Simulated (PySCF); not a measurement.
Vertical excitations of a molecule C₄H₈BF from PySCF 2.14.0 with TDDFT-PBE0/def2-SVPD, as energy in eV (oscillator strength): 5.57 (0.005), 5.76 (0.002), 5.94 (0.304), 7.24 (0.021), 7.64 (0.002), 7.89 (0.002), 7.94 (0.025), 7.95 (0.096), 8.01 (0.007), 8.29 (0.027). Lowest triplet (TDA): 3.68 eV. The structure is a stationary point at B3LYP-D3(BJ)/def2-SVP. One conformer was computed; it need not be the lowest.

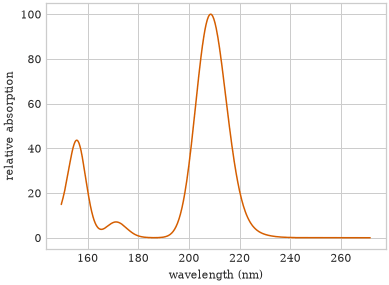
*The lines broadened by 0.4 eV.*

Which molecule gave these data?
(A) C=CB(F)CC
(B) CB(C)/C=C\F
(C) C=CB(C)CF
(D) C[C@H]1CCB1F

B, CB(C)/C=C\F
